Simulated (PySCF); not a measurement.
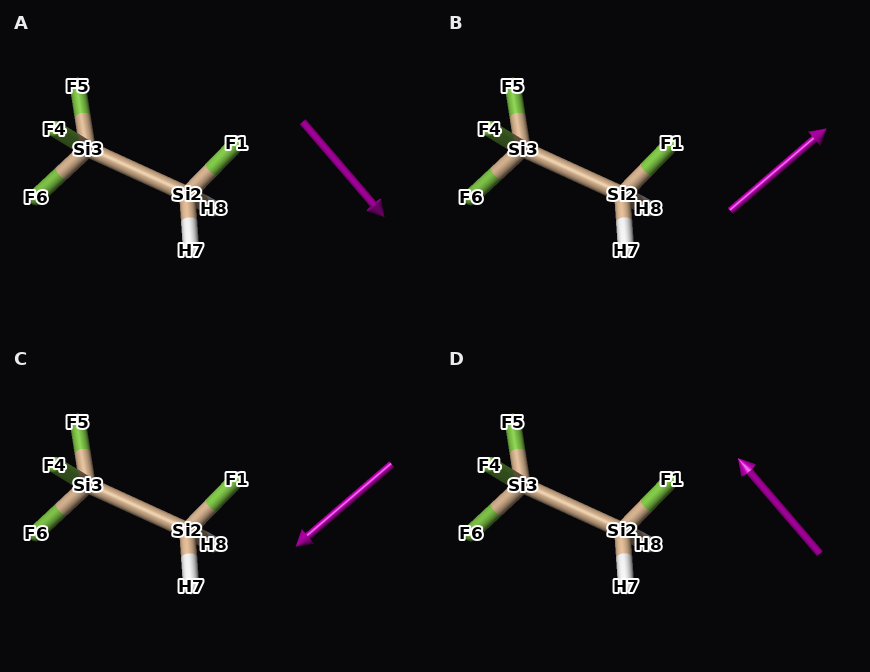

The same molecule four times, each with an arrow. The geometry was computed by an optimisation with GFN2-xTB. No frequency run is at hand to confirm it as a minimum. Properties computed with ωB97X-D/def2-SVPD, gas phase (PySCF 2.14.0).

Which arrow points along the dipole moment, from the negative to the positive end?

Answer. A. The dipole moment is 2.71 D; it points from the side of F4, F5 to the side of H7, H8 (the outermost atoms at the two ends).

The geometry is semi-empirical. Around Si such bond lengths and angles can be off by a tenth of an ångström or more and by several degrees, and values that hang on the shape move with them.
